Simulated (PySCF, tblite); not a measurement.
# C8H14NP: geometry, infrared bands and NMR shifts

Wanted: the infrared bands and NMR shifts of C8H14NP (`CC(C)P(CC#N)C1CC1`), by calculation.

Programs: tblite 0.8.0 and PySCF 2.14.0, with density-fitted response routines of our own. Each step states its level of theory. These are calculated values for one molecule in the gas phase, unless marked as measured. Atoms count from 0, in the outputs and in this text.

## 1. The starting structure

24 atoms, charge 0, multiplicity 1; geometry from: force field or distance geometry start.

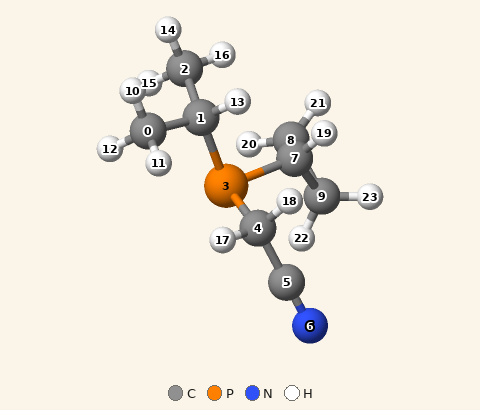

As it starts; carbon grey, phosphorus orange, nitrogen blue, hydrogen white, atoms numbered.

## 2. Optimising the geometry with GFN2-xTB

What the job is given:

```
{"job": {"kind": "relax", "xc": "GFN2-xTB", "basis": "xTB"}, "charge": 0, "multiplicity": 1}
C     -2.652100     0.347000    -0.708000
C     -1.311000    -0.355700    -0.664300
C     -1.503300    -1.813600    -0.206100
P     -0.131300     0.538500     0.482900
C      0.198000     2.059200    -0.489500
C      1.222600     2.885500     0.149200
N      2.040800     3.563100     0.633000
C      1.429500    -0.393900     0.168800
C      1.810200    -1.471600     1.150900
C      2.566200    -0.177900     1.115500
H     -3.355200    -0.190300    -1.366700
H     -2.575400     1.364400    -1.098700
H     -3.130200     0.414800     0.293900
H     -0.871200    -0.366000    -1.665500
H     -2.230300    -2.308300    -0.865700
H     -1.903100    -1.869400     0.826200
H     -0.579000    -2.379000    -0.245800
H     -0.724000     2.639300    -0.579800
H      0.512700     1.800300    -1.506200
H      1.673800    -0.570200    -0.872300
H      1.173700    -1.648300     2.018300
H      2.293600    -2.355100     0.769800
H      2.464600     0.507100     1.965100
H      3.568900    -0.200200     0.702600
```

Started as:

```console
$ OMP_NUM_THREADS=1 python probes_run.py task.json out
```

One launch serves the whole session: the jobs run in the order shown.

**Question.** This job is followed by: GFN2-xTB harmonic vibrations, gas phase; GIAO PBE0/pcSseg-1 NMR shielding, non-relativistic, gas phase. Predict these results of the whole session: strongest single infrared mode (GFN2-xTB); zero-point energy (GFN2-xTB); 13C shifts against TMS (PBE0/pcSseg-1, means over atoms taken as alike); 1H shifts against TMS (PBE0/pcSseg-1, means over atoms taken as alike); 31P shifts against H3PO4 (PBE0/pcSseg-1); 15N shifts against NH3 (PBE0/pcSseg-1); surface potential, least and greatest.

As calculated:

```
                                                               quantity                                   value
                              strongest single infrared mode (GFN2-xTB)                   2399 cm⁻¹, 262 km/mol
                                           zero-point energy (GFN2-xTB)                          125.3 kcal/mol
13C shifts against TMS (PBE0/pcSseg-1, means over atoms taken as alike)  122.7, 39.8, 21.4, 17.7, 14.5, 6.1 ppm
 1H shifts against TMS (PBE0/pcSseg-1, means over atoms taken as alike)  2.32, 1.46, 1.19, 0.92, 0.71, 0.47 ppm
                               31P shifts against H3PO4 (PBE0/pcSseg-1)                               -12.3 ppm
                                 15N shifts against NH3 (PBE0/pcSseg-1)                               301.9 ppm
                                  surface potential, least and greatest                      -1.89 V and 1.29 V
```

What this shows: The optimisation took 74 steps and gained 0.174 eV; among the close pairs (by a distance rule), P3–C4 changed most, from 1.835 to 1.886 Å. All 66 modes are real, so the xTB geometry is a minimum. The strongest single mode, at 2399 cm⁻¹, moves mainly C5 and N6. Unscaled tight-binding wavenumbers are off by several per cent, some by more. Its intensities can rank the bands wrongly. C5 (nitrile carbon) lies farthest downfield among carbon, at 122.7 ppm; typical of a nitrile. At PBE0/pcSseg-1: The widest tensor belongs to N6: span 497 ppm, with a paramagnetic part of -375 ppm.
